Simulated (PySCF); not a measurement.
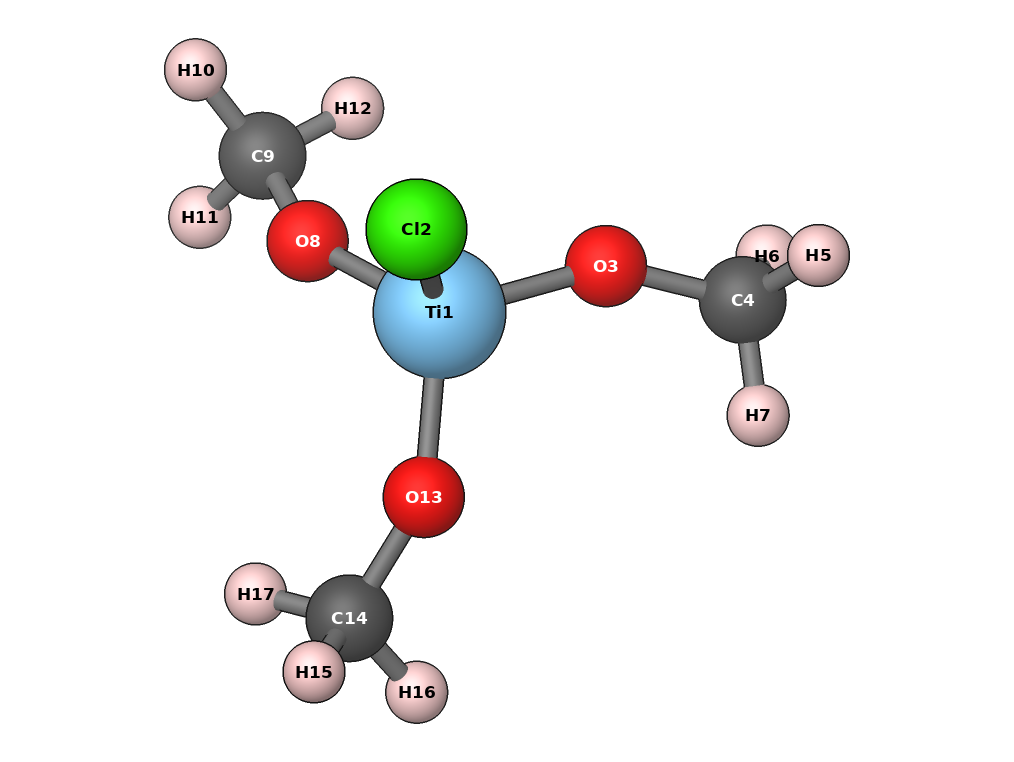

Numbered structure. Charge 0, singlet. The computed structure is the end point of a PBE0-D3(BJ)/def2-SVP optimisation. No frequency run is at hand to confirm it as a minimum.

How are the neighbours of atom 8 arranged?

O8 has 2 neighbours (Ti1 at 1.76, C9 at 1.39 Å); the arrangement is bent.

How are the neighbours of atom 1 arranged?

Ti1 has 4 neighbours (Cl2 at 2.24, O3 at 1.76, O8 at 1.76, O13 at 1.76 Å); the arrangement is tetrahedral.

How are the neighbours of atom 14 arranged?

C14 has 4 neighbours (O13 at 1.39, H15 at 1.10, H16 at 1.10, H17 at 1.10 Å); the arrangement is tetrahedral.

Describe the coordination of atom 13.

O13 has 2 neighbours (Ti1 at 1.76, C14 at 1.39 Å); the arrangement is bent.

What is the dihedral angle O3–Ti1–O13–C14?

130° in size, that is anticlinal.
